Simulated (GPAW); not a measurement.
# Does Fe3Co5 (bcc Fe6Co10) carry moments in GPAW?

Wanted: the moments of Fe3Co5 (bcc Fe6Co10) and the energy gained by spin polarisation.

Main program and level: GPAW 26.7.0; PBE; plane waves with GPAW's PAW setups, scalar-relativistic.

## Step 1: Set-up

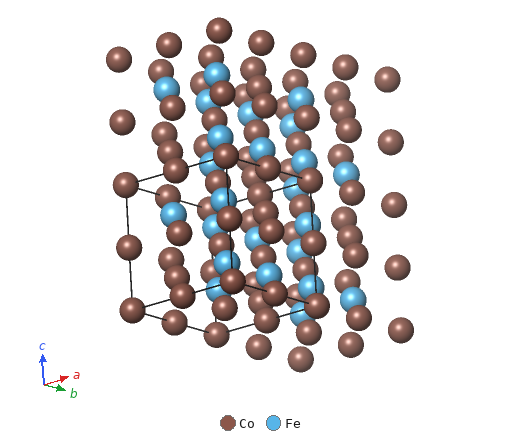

The cell as given, from a free direction (cobalt brown, iron blue). 1×2×2 cells are drawn. Some periodic images of atoms are drawn too.

Structure file:

```cif
data_structure
_symmetry_space_group_name_H-M 'P 1'
_symmetry_Int_Tables_number 1
_cell_length_a 5.6870
_cell_length_b 5.6870
_cell_length_c 5.6870
_cell_angle_alpha 90.000
_cell_angle_beta 90.000
_cell_angle_gamma 90.000
_cell_volume 183.93
loop_
_atom_site_label
_atom_site_type_symbol
_atom_site_fract_x
_atom_site_fract_y
_atom_site_fract_z
_atom_site_occupancy
Co1 Co 0.00000 0.00000 0.00000 1
Co2 Co 0.25000 0.25000 0.25000 1
Co3 Co 0.00000 0.00000 0.50000 1
Fe4 Fe 0.25000 0.25000 0.75000 1
Co5 Co 0.00000 0.50000 0.00000 1
Fe6 Fe 0.25000 0.75000 0.25000 1
Co7 Co 0.00000 0.50000 0.50000 1
Fe8 Fe 0.25000 0.75000 0.75000 1
Co9 Co 0.50000 0.00000 0.00000 1
Fe10 Fe 0.75000 0.25000 0.25000 1
Co11 Co 0.50000 0.00000 0.50000 1
Fe12 Fe 0.75000 0.25000 0.75000 1
Co13 Co 0.50000 0.50000 0.00000 1
Fe14 Fe 0.75000 0.75000 0.25000 1
Co15 Co 0.50000 0.50000 0.50000 1
Co16 Co 0.75000 0.75000 0.75000 1
```

The cell is a made-up one and need not be a known phase.

## Step 2: Order 1, typed as ferro ++++++++++++++++

Parallel moments need no larger cell; this start tests for a ferromagnetic state only.

Input file order1.py:

```python
import json
import numpy as np
from ase import Atoms
from ase.parallel import paropen, parprint
from gpaw import GPAW

atoms = Atoms(['Co', 'Co', 'Co', 'Fe', 'Co', 'Fe', 'Co', 'Fe', 'Co', 'Fe', 'Co', 'Fe', 'Co', 'Fe', 'Co', 'Co'],
    cell=[[5.687, 0.0, 0.0],
         [0.0, 5.687, 0.0],
         [0.0, 0.0, 5.687]],
    scaled_positions=[[0.0, 0.0, 0.0],
         [0.25, 0.25, 0.25],
         [0.0, 0.0, 0.5],
         [0.25, 0.25, 0.75],
         [0.0, 0.5, 0.0],
         [0.25, 0.75, 0.25],
         [0.0, 0.5, 0.5],
         [0.25, 0.75, 0.75],
         [0.5, 0.0, 0.0],
         [0.75, 0.25, 0.25],
         [0.5, 0.0, 0.5],
         [0.75, 0.25, 0.75],
         [0.5, 0.5, 0.0],
         [0.75, 0.75, 0.25],
         [0.5, 0.5, 0.5],
         [0.75, 0.75, 0.75]],
    pbc=True,
    magmoms=[1.8, 1.8, 1.8, 2.4, 1.8, 2.4, 1.8, 2.4, 1.8, 2.4, 1.8, 2.4, 1.8, 2.4, 1.8, 1.8])
atoms.calc = GPAW(mode={'name': 'pw', 'ecut': 450},
    xc='PBE',
    kpts={'size': (7, 7, 7), 'gamma': True},
    occupations={'name': 'fermi-dirac', 'width': 0.05},
    convergence={'density': 1e-05, 'energy': 1e-05},
    maxiter=200,
    mixer={'name': 'pulay', 'beta': 0.04, 'nmaxold': 8, 'weight': 100},
    symmetry={'tolerance': 1e-4},
    txt='order1.txt')
e = atoms.get_potential_energy(force_consistent=True)
res = {'free_energy': e, 'energy_sigma0': atoms.get_potential_energy(), 'fermi_energy': atoms.calc.get_fermi_level()}
res['moments'] = atoms.get_magnetic_moments().tolist()
res['total'] = atoms.get_magnetic_moment()
parprint('site moments (muB):', np.round(res['moments'], 3))
parprint(f"total moment: {res['total']:.3f} muB")
parprint(f'free energy: {e:.6f} eV')
atoms.calc.write('order1.gpw')
with paropen('results.json', 'w') as f:
    json.dump(res, f)
```

Started as:

```console
> OMP_NUM_THREADS=1 mpirun -n 4 gpaw python order1.py > order1.log
```

Numbers of over 12 decimals in the logs are rounded to 6 here.

Output:

```text
site moments (muB): [1.826 1.837 1.826 2.774 1.826 2.774 1.826 2.774 1.826 2.774 1.826 2.774
 1.826 2.774 1.826 1.837]
total moment: 34.198 muB
free energy: -135.337094 eV

--- order1.txt ---
Input parameters:
  mode=PW(ecut=450),
  convergence={'density': 1e-05, 'energy': 1e-05},
  kpts=MonkhorstPack(size=(7, 7, 7), gamma=True),
  maxiter=200,
  mixer=Pulay(name='pulay', nmaxold=8, beta=0.04, weight=100, sigma=0.015, g_ss=None),
  occupations=Occupations(name='fermi-dirac', width=0.05),
  symmetry=Symmetry(tolerance=0.0001),
  xc=XC(name='PBE')

Diagonalizing LCAO Hamiltonian
Converting LCAO to pw mode
    .-------------.
   /|             |
  / |             |
 *  |  Fe     Co  |
 |  |Fe     Fe    |
 | Co     Co      |
 Co |  FCo    Fe  |
 |  .-------------.
 | CoCo   CoFe   /
 |/             /
 Co-----Co-----*

Atoms  # Å, Bohr magnetons
|    | symbol |        x |        y |        z |    initial magnetic moments |
|----|--------|----------|----------|----------|-----------------------------|
|  0 |     Co | 0.000000 | 0.000000 | 0.000000 | ( 0.0000,  0.0000,  1.8000) |
|  1 |     Co | 1.421750 | 1.421750 | 1.421750 | ( 0.0000,  0.0000,  1.8000) |
|  2 |     Co | 0.000000 | 0.000000 | 2.843500 | ( 0.0000,  0.0000,  1.8000) |
|  3 |     Fe | 1.421750 | 1.421750 | 4.265250 | ( 0.0000,  0.0000,  2.4000) |
|  4 |     Co | 0.000000 | 2.843500 | 0.000000 | ( 0.0000,  0.0000,  1.8000) |
|  5 |     Fe | 1.421750 | 4.265250 | 1.421750 | ( 0.0000,  0.0000,  2.4000) |
|  6 |     Co | 0.000000 | 2.843500 | 2.843500 | ( 0.0000,  0.0000,  1.8000) |
|  7 |     Fe | 1.421750 | 4.265250 | 4.265250 | ( 0.0000,  0.0000,  2.4000) |
|  8 |     Co | 2.843500 | 0.000000 | 0.000000 | ( 0.0000,  0.0000,  1.8000) |
|  9 |     Fe | 4.265250 | 1.421750 | 1.421750 | ( 0.0000,  0.0000,  2.4000) |
| 10 |     Co | 2.843500 | 0.000000 | 2.843500 | ( 0.0000,  0.0000,  1.8000) |
| 11 |     Fe | 4.265250 | 1.421750 | 4.265250 | ( 0.0000,  0.0000,  2.4000) |
| 12 |     Co | 2.843500 | 2.843500 | 0.000000 | ( 0.0000,  0.0000,  1.8000) |
| 13 |     Fe | 4.265250 | 4.265250 | 1.421750 | ( 0.0000,  0.0000,  2.4000) |
| 14 |     Co | 2.843500 | 2.843500 | 2.843500 | ( 0.0000,  0.0000,  1.8000) |
| 15 |     Co | 4.265250 | 4.265250 | 4.265250 | ( 0.0000,  0.0000,  1.8000) |

Unit cell  # Å
| periodic |        x |        y |        z |  lengths |    angles |
|----------|----------|----------|----------|----------|-----------|
|      yes | 5.687000 | 0.000000 | 0.000000 | 5.687000 | 90.000000 |
|      yes | 0.000000 | 5.687000 | 0.000000 | 5.687000 | 90.000000 |
|      yes | 0.000000 | 0.000000 | 5.687000 | 5.687000 | 90.000000 |

Number of symmetries: 12

BZ-sampling:
  Number of BZ points: 343
  Number of IBZ points: 44

  Monkhorst-Pack size: [7, 7, 7]
  Monkhorst-Pack shift: [0, 0, 0]

K-points  # in reciprocal-cell coordinates
|     |                                coordinates |     weight |
|-----|--------------------------------------------|------------|
|   0 | (  0.00000000,   0.00000000,   0.00000000) | 0.00291545 |
|   1 | (  0.14285714,   0.00000000,  -0.14285714) | 0.01749271 |
|   2 | (  0.14285714,   0.00000000,   0.00000000) | 0.01749271 |
|   3 | (  0.14285714,   0.14285714,  -0.14285714) | 0.01749271 |
|   4 | (  0.14285714,   0.14285714,   0.00000000) | 0.01749271 |
|   5 | (  0.14285714,   0.14285714,   0.14285714) | 0.00583090 |
|   6 | (  0.28571429,  -0.14285714,  -0.14285714) | 0.01749271 |
|   7 | (  0.28571429,   0.00000000,  -0.28571429) | 0.01749271 |
|   8 | (  0.28571429,   0.00000000,  -0.14285714) | 0.03498542 |
|   9 | (  0.28571429,   0.00000000,   0.00000000) | 0.01749271 |
| ... |                                            |            |
|  43 | (  0.42857143,   0.42857143,   0.42857143) | 0.00583090 |

Plane wave coefficients: 4008
Cutoff: 450.000000 eV

Spin-components: 2 (collinear spins)
Bands:           107
Projectors:      96
Spin-degeneracy: 1
Datatype:        complex128

Parallelization:
  kpt:    4
  domain: 1
  band:   1

Density:
  Valence electrons: 138.0
  Components: 2
  Grid points: [28 28 28]
  Charge: 0.0  # |e|

Potential:
  Grid points: [28 28 28]

species:
  Co:
    name:    Cobalt
    Z:       27.0
    valence: 9
    core:    18
    charge:  0.0  # [|e|]
    compensation charges:
      type: gauss
      rc: 0.32  # [Å]
      lmax: 2
    cutoffs:
      filter: 1.87  # [Å]
      core: 2.55  # [Å]
    projectors
    | kind |    occ | energy [eV] | rcut [Å] |
    |------|--------|-------------|----------|
    |   4s |  2.000 |      -5.469 |    1.005 |
    |   4p |  0.000 |      -1.277 |    1.058 |
    |   3d |  7.000 |      -8.205 |    1.005 |
    |    s |        |      21.742 |    1.005 |
    |    p |        |      25.934 |    1.058 |
    |    d |        |      19.007 |    1.005 |

    Using partial waves for Co as LCAO basis

  Fe:
    name:    Iron
    Z:       26.0
    valence: 8
    core:    18
    charge:  0.0  # [|e|]
    compensation charges:
      type: gauss
      rc: 0.33  # [Å]
      lmax: 2
    cutoffs:
      filter: 2.06  # [Å]
      core: 2.67  # [Å]
    projectors
    | kind |    occ | energy [eV] | rcut [Å] |
    |------|--------|-------------|----------|
    |   4s |  2.000 |      -5.291 |    1.164 |
    |   4p |  0.000 |      -1.326 |    1.058 |
    |   3d |  6.000 |      -7.505 |    1.058 |
    |    s |        |      21.920 |    1.164 |
    |    p |        |      25.885 |    1.058 |
    |    d |        |      19.706 |    1.058 |

    Using partial waves for Fe as LCAO basis

Reference energy: -586743.826657  # eV

eigensolver:
  PPCG
  Converge bands: occupied
  niter=2

density mixing:
  Pulay-Mixer
  Linear mixing parameters: 0.04
  Old densities: 8
  Fourier metric: weight=100, sigma=0.015

occupation numbers:
  Fermi-Dirac:
    width: 0.0500  # eV

poisson solver:
  ecut: 3600.000000  # eV

xc functional:
  name: PBE with 2 nearest neighbor stencil

convergence criteria:
- Maximum integral of absolute [dens]ity change: 1e-05 electrons / valence electron
- Maximum [total energy] change in last 3 cyles: 1e-05 eV / valence electron
- Maximum integral of absolute [eigenst]ate change: 4e-08 eV^2 / valence electron
maximum number of iterations: 200

SCF iterations
|iter     |      energy | eigst |  dens |  magmom |
|---------|-------------|-------|-------|---------|
|iter:   1|       0s | -133.147222 | +0.45 |       | +32.4532|
|iter:   2|      43s | -133.379570 | -1.09 | -1.07 | +32.4736|
|iter:   3|      82s | -133.417307 | -2.01 | -1.10 | +32.5052|
|iter:   4|     122s | -133.508802 | -2.46 | -1.12 | +32.5776|
|iter:   5|     163s | -133.792530 | -2.52 | -1.18 | +32.7013|
|iter:   6|     206s | -134.836724 | -2.01 | -1.25 | +33.1500|
|iter:   7|     246s | -135.242682 | -1.95 | -1.45 | +33.6734|
|iter:   8|     287s | -135.282634 | -2.61 | -2.02 | +33.8088|
|iter:   9|     328s | -135.268014 | -3.13 | -1.93 | +33.9767|
|iter:  10|     372s | -135.266859 | -3.72 | -2.33 | +33.9548|
[... 11 iterations left out ...]
|iter:  22|     785s | -135.275956c| -8.25c| -4.40 | +34.1998|
|iter:  23|     805s | -135.275955c| -8.18c| -4.44 | +34.1999|
|iter:  24|     836s | -135.275942c| -7.51c| -4.47 | +34.1990|
|iter:  25|     856s | -135.275948c| -7.81c| -4.60 | +34.1987|
|iter:  26|     875s | -135.275951c| -8.33c| -4.69 | +34.1984|
|iter:  27|     895s | -135.275953c| -8.14c| -4.75 | +34.1983|
|iter:  28|     915s | -135.275960c| -8.20c| -4.79 | +34.1982|
|iter:  29|     935s | -135.275963c| -8.40c| -4.86 | +34.1982|
|iter:  30|     956s | -135.275969c| -8.39c| -4.90 | +34.1980|
|iter:  31|     976s | -135.275972c| -8.68c| -5.10c| +34.1980|

Converged in 31 steps
Energy contributions relative to reference atoms: (reference = -586743.826657)

Energy contributions:
  Kinetic:         128.043214
  Coulomb:        -106.270328
  Zero:              3.490624
  External:          0.000000
  Xc:             -160.478361
  Entropy:          -0.122244
  Spinorbit:         0.000000
  ----------------------------
  Free energy:    -135.337094
  Extrapolated:   -135.275972

dipole moment: (-61.494758, -61.494758, -61.494758)  # |e|*Ang

Total magnetic moment: (0.000000, 0.000000, 34.198003)

Local magnetic moments
|        x |        y |        z |
|----------|----------|----------|
| 0.000000 | 0.000000 | 1.825628 |  # Co   0
| 0.000000 | 0.000000 | 1.836734 |  # Co   1
| 0.000000 | 0.000000 | 1.825628 |  # Co   2
| 0.000000 | 0.000000 | 2.774137 |  # Fe   3
| 0.000000 | 0.000000 | 1.825628 |  # Co   4
| 0.000000 | 0.000000 | 2.774137 |  # Fe   5
| 0.000000 | 0.000000 | 1.825628 |  # Co   6
| 0.000000 | 0.000000 | 2.774137 |  # Fe   7
| 0.000000 | 0.000000 | 1.825628 |  # Co   8
| 0.000000 | 0.000000 | 2.774137 |  # Fe   9
| 0.000000 | 0.000000 | 1.825628 |  # Co  10
| 0.000000 | 0.000000 | 2.774137 |  # Fe  11
| 0.000000 | 0.000000 | 1.825628 |  # Co  12
| 0.000000 | 0.000000 | 2.774137 |  # Fe  13
| 0.000000 | 0.000000 | 1.825628 |  # Co  14
| 0.000000 | 0.000000 | 1.836734 |  # Co  15

Fermi level: 10.347
Eigenvalues  # (at kpt = [0.000, 0.000, 0.000])
| band index |      eig [eV] | occ [0-1] |      eig [eV] | occ [0-1] |
|------------|---------------|-----------|---------------|-----------|
|          0 |         1.228 |     1.000 |         1.342 |     1.000 |
|        ... |               |           |               |           |
|         67 |         8.613 |     1.000 |        10.961 |     0.000 |
|         68 |         8.613 |     1.000 |        11.002 |     0.000 |
|         69 |         8.652 |     1.000 |        11.002 |     0.000 |
|         70 |         8.652 |     1.000 |        11.213 |     0.000 |
|         71 |         8.675 |     1.000 |        11.230 |     0.000 |
|         72 |         9.466 |     1.000 |        11.230 |     0.000 |
|         73 |         9.466 |     1.000 |        11.566 |     0.000 |
|         74 |         9.466 |     1.000 |        11.566 |     0.000 |
|         75 |         9.481 |     1.000 |        11.566 |     0.000 |
|         76 |         9.481 |     1.000 |        11.575 |     0.000 |
|         77 |         9.481 |     1.000 |        11.575 |     0.000 |
|         78 |         9.701 |     1.000 |        11.582 |     0.000 |
|         79 |         9.701 |     1.000 |        11.582 |     0.000 |
|         80 |         9.715 |     1.000 |        11.582 |     0.000 |
|         81 |         9.722 |     1.000 |        11.677 |     0.000 |
|         82 |         9.722 |     1.000 |        11.677 |     0.000 |
|        ... |               |           |               |           |
|        106 |        19.365 |     0.000 |        19.580 |     0.000 |

No gap
No difference between direct/indirect transitions
```

Wall time 18 min (4 MPI ranks of Intel Xeon at 2.50GHz (Skylake/Cascade Lake), shared host); peak memory 1.6 GiB; 70 min of CPU time.

Spin moment in the augmentation sphere by atom:

```tsv
atom	spin moment in the augmentation sphere (μB)
Co1	1.83
Co2	1.84
Co3	1.83
Fe4	2.77
Co5	1.83
Fe6	2.77
Co7	1.83
Fe8	2.77
Co9	1.83
Fe10	2.77
Co11	1.83
Fe12	2.77
Co13	1.83
Fe14	2.77
Co15	1.83
Co16	1.84
```

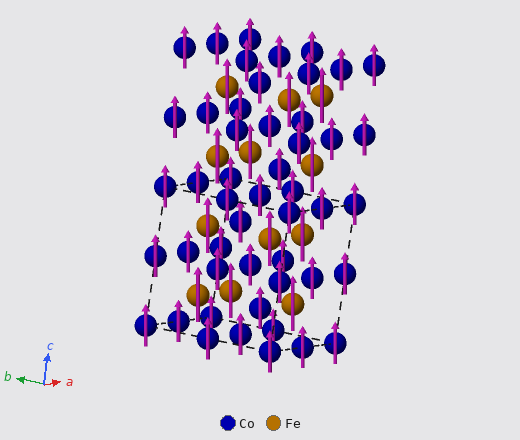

Spin moment in the augmentation sphere as arrows, the longest 2.77 μB. Up and down stand for the sign. Arrows give size and sign along the axis of quantisation, drawn up and down the page. 1×1×2 cells are drawn. Some periodic images of atoms are drawn too.

Read from the output:

```
magnetization : 34.20 μB
final state   : ferromagnetic
```

After 31 cycles the largest moment stands at 2.77 μB.

(Part 1 of 2 ends here.)

[Logs and program files are shortened in this print: banners, set-up blocks, solver, clock and traceback lines can be left out without a mark of their own.]

[Logs are printed without paths, hosts, clocks, repeated set-up lines and the standing remarks that a program may print on its own settings, such as how far it seeks lower states.]

[Hosts, paths, dates, database ids (printed as entryN), source tags and the programs' standing remarks are cut or masked in the printed files.]

[Where a cell is said to come from a database of computed structures, the database is the Materials Project.]
